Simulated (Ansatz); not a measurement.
TaH3SOCl3F: several calculations on one system

Part 1: Relaxation

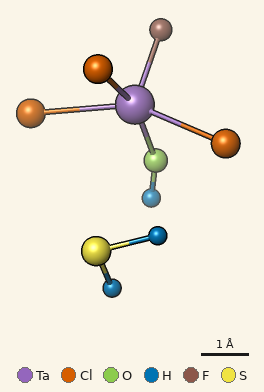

TaH3SOCl3F, before the relaxation. The picture is a ball-and-stick view, seen from a free direction.

The run prepares an end point of a later path (reaction) calculation, from a guessed geometry.

Method: RKS PBE/def2-SVP (Ansatz).

Input
```yaml
crystal:
  periodic: [false, false, false]
  atoms:
    - { symbol: Ta, position_ang: [-0.244582, 0.262509, 0.12111] }
    - { symbol: Cl, position_ang: [2.194695, 0.39551, 0.190936] }
    - { symbol: Cl, position_ang: [-0.197696, 0.557957, 2.444248] }
    - { symbol: O, position_ang: [-0.070473, -0.585695, -1.559001] }
    - { symbol: H, position_ang: [-0.076108, -1.340816, -2.169751] }
    - { symbol: F, position_ang: [-0.791985, 1.957509, -0.4013] }
    - { symbol: Cl, position_ang: [-2.2445, -0.913926, 0.415724] }
    - { symbol: S, position_ang: [1.173406, -2.93419, 1.299952] }
    - { symbol: H, position_ang: [1.262969, -3.474261, 0.051854] }
    - { symbol: H, position_ang: [2.190675, -2.038998, 1.022528] }
basis:
  gaussian: { orbitals: def2-SVP }
hamiltonian:
  xc: pbe
relax:
  f_tol: 0.03
  max_steps: 50
```

Command:
```bash
ansatz run input.yaml --threads 4 --pin off --max-ram 5120MiB --backend cpu --events-out ev --progress --plain --runs-dir out
```

Question: What does the optimiser find from here?

Answer: The energy falls by 7.52 kcal/mol in 15 accepted moves (18 points after the start). The largest force component goes from 0.9 to 0.0082 eV/Å. The line search rejected the trial steps at points 10, 12, 17 of the run. The largest move after the best rigid fit is that of S8, 0.59 Å. By element the largest moves are S 0.59 Å, H 0.42 Å, Ta 0.29 Å, Cl 0.25 Å, F 0.25 Å, O 0.23 Å. Among the contacts that change: Ta1–S8 3.690 → 2.850 Å, Ta1–Cl2 2.444 → 2.357 Å, Ta1–Cl7 2.339 → 2.381 Å, Ta1–Cl3 2.342 → 2.369 Å. New bonds form, among them: Ta1–S8 (3.69 → 2.85 Å). Bond angles that change, for instance: Ta1–O4–H5 155.1° → 137.0°, Cl2–Ta1–Cl7 151.3° → 162.2°, Cl2–Ta1–F6 104.6° → 98.5°. Cost: 56 s on 4 threads of Arm Neoverse V1, on a shared host, peak memory 0.24 GiB.

Final geometry:

```xyz
10

Ta   -0.0329    0.0594    0.1458
Cl    2.2740    0.5420    0.1203
Cl   -0.1368    0.3904    2.4887
O     0.0985   -0.7455   -1.5812
H    -0.4400   -1.3402   -2.1313
F    -0.6730    1.7449   -0.3513
Cl   -2.1041   -1.1006    0.3283
S     0.8683   -2.4611    1.1259
H     1.1676   -3.0829   -0.0520
H     2.1749   -2.1208    1.3232
```

After the run, drawn alike:

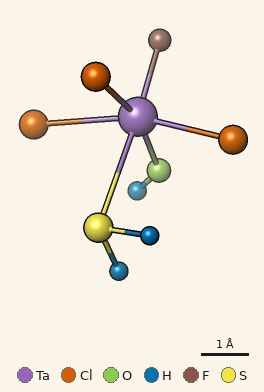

Limits of the set-up: the start holds two separate molecules, 2.6 Å apart at their closest, whose relative position is a soft coordinate and is computed without a dispersion correction.

Part 2: Relaxation

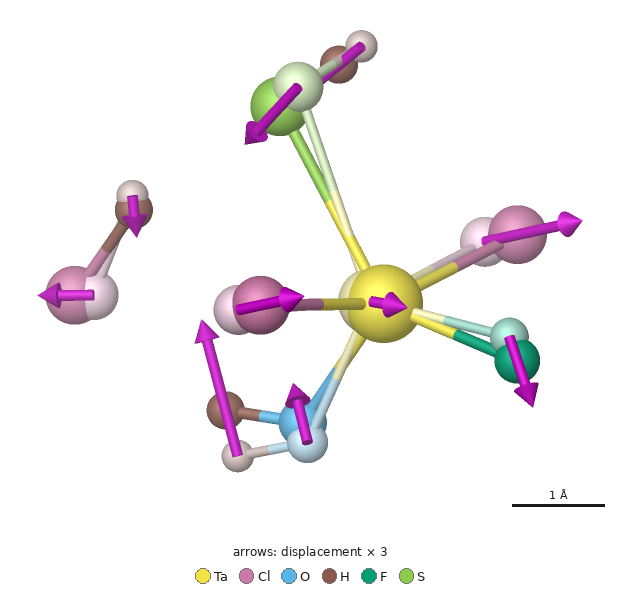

A relaxation of TaH$_{3}$SOCl$_{3}$F. The starting structure is drawn faded, the final one solid; purple arrows show the displacements, magnified 3 times. The two geometries are superimposed by the best rigid fit.

Style: ball-and-stick. Shown from a free direction.

The run prepares an end point of a later path (reaction) calculation, from a guessed geometry.

These are results of RKS PBE/def2-SVP (Ansatz), not measurements.

The input:
```yaml
crystal:
  periodic: [false, false, false]
  atoms:
    - { symbol: Ta, position_ang: [-0.560104, -0.366473, 0.270315] }
    - { symbol: Cl, position_ang: [2.8411, -1.08236, -0.93804] }
    - { symbol: Cl, position_ang: [0.471054, 1.218821, 1.659944] }
    - { symbol: O, position_ang: [0.11473, 0.403504, -1.29619] }
    - { symbol: H, position_ang: [0.968893, 0.285857, -1.777291] }
    - { symbol: F, position_ang: [-2.28689, 0.249751, 0.631892] }
    - { symbol: Cl, position_ang: [-1.308066, -2.351383, -0.761201] }
    - { symbol: S, position_ang: [0.47707, -1.878245, 1.955394] }
    - { symbol: H, position_ang: [0.072428, -3.06404, 1.414688] }
    - { symbol: H, position_ang: [2.406185, -1.529832, 0.256788] }
basis:
  gaussian: { orbitals: def2-SVP }
hamiltonian:
  xc: pbe
relax:
  f_tol: 0.03
  max_steps: 50
output:
  orbitals: {}
```

Launched with:
```bash
ansatz run input.yaml --threads 4 --pin off --max-ram 5120MiB --backend cpu --events-out ev --progress --plain --runs-dir out
```

**Describe the change and its energy.**

The largest move after the best rigid fit is that of H5, 0.52 Å. Largest moves by element: H 0.52 Å, Cl 0.48 Å, S 0.35 Å, F 0.28 Å, O 0.25 Å, Ta 0.16 Å. Among the contacts that change: Ta1–S8 2.490 → 2.462 Å, Ta1–F6 1.869 → 1.887 Å, Cl2–H10 1.348 → 1.334 Å, Ta1–O4 1.871 → 1.859 Å. Among the angles between lasting bonds that change: O4–Ta1–S8 131.8° → 110.1°, F6–Ta1–S8 117.0° → 135.0°, Ta1–O4–H5 132.1° → 125.5°. After 9 geometry steps the energy has fallen by 17.2 kJ/mol. Largest force component: 0.65 eV/Å at the start, 0.028 eV/Å at the end. Cost: 31 s on 4 threads of Arm Neoverse V1, on a shared host, peak memory 0.24 GiB.

Limits of the set-up: the start holds two separate molecules, 2.5 Å apart at their closest, whose relative position is a soft coordinate and is computed without a dispersion correction.

Part 3: Path

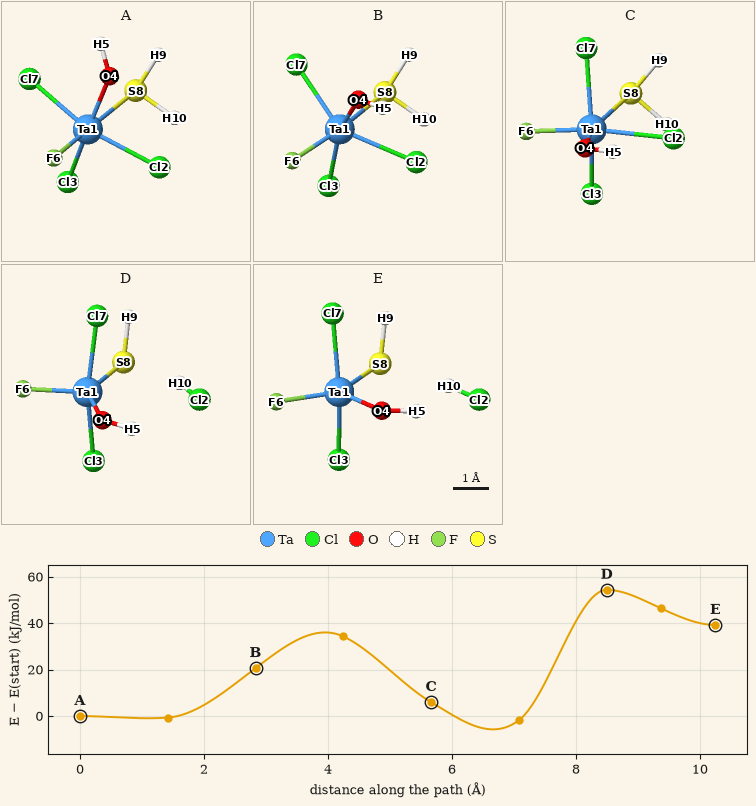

NEB run on TaH3SOCl3F. Images are numbered from 0 (start) to 8 (end). Frames A to E are images 0, 2, 4, 6, 8. The picture is a ball-and-stick view, seen from a free direction.

Level of theory: Ansatz 0.2.0, RKS PBE/def2-SVP. Settings: 7 movable images; climbing image; force threshold 0.03 eV/Å; iteration limit 60; starting path through a guess of the saddle point.

What happens along the path, and what is the barrier?

Relative to the start the highest point is image 6 at +54.4 kJ/mol and the end lies at +39.2 kJ/mol, but the profile dips to −1.8 kJ/mol at image 5 on the way, so the process runs in steps. The path has more than one stage, and so few images may leave a stage unresolved. Breaking: S8–H10 (1.36 → 2.05 at the top → 2.32 Å), Ta1–Cl2 (2.36 → 3.24 at the top → 4.04 Å). Forming: Cl2–H10 (2.92 → 1.37 at the top → 1.33 Å). The band converged in 58 iterations. The largest component of the band force went from 65 to 0.029 eV/Å. The climbing image converged on the top of the path. Its vibrational analysis gives one imaginary mode (68i cm⁻¹), as a transition state must have.
